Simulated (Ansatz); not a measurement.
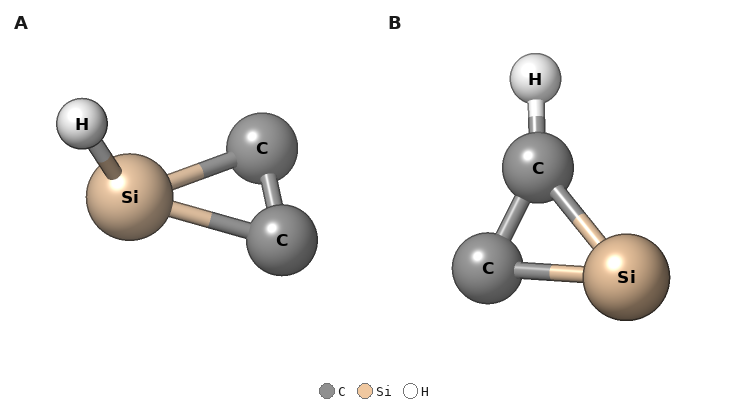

2 stationary structures of one formula. Charge 0, doublet. Geometries: PBE0-D4/def2-TZVP. Electronic energies: ωB97M-V/def2-TZVPP (Ansatz 0.2.0), without zero-point energy. No frequency run is at hand to confirm each as a minimum.

Which is lowest in energy, and by how much?

B is lowest (Cs); A lies 39.9 kcal/mol above it.

Give E(B) − E(A) in kcal/mol at these levels too: PBE0-D4/def2-TZVPP; B3LYP-D4/def2-TZVPP; PBE-D4/def2-TZVPP; UHF-CCSD(T) (frozen core)/def2-TZVPP; r2SCAN-D4/def2-TZVPP; PBE0-D4/def2-TZVP; ωB97M-V/def2-TZVPP.

```csv
level,E(B) − E(A) (kcal/mol)
PBE0-D4/def2-TZVPP,−41.8
B3LYP-D4/def2-TZVPP,−40.3
PBE-D4/def2-TZVPP,−40.6
UHF-CCSD(T) (frozen core)/def2-TZVPP,−39.0
r2SCAN-D4/def2-TZVPP,−39.2
PBE0-D4/def2-TZVP,−41.7
ωB97M-V/def2-TZVPP,−39.9
```

The determinant isn't a pure spin state (⟨S²⟩ up to 1.02).
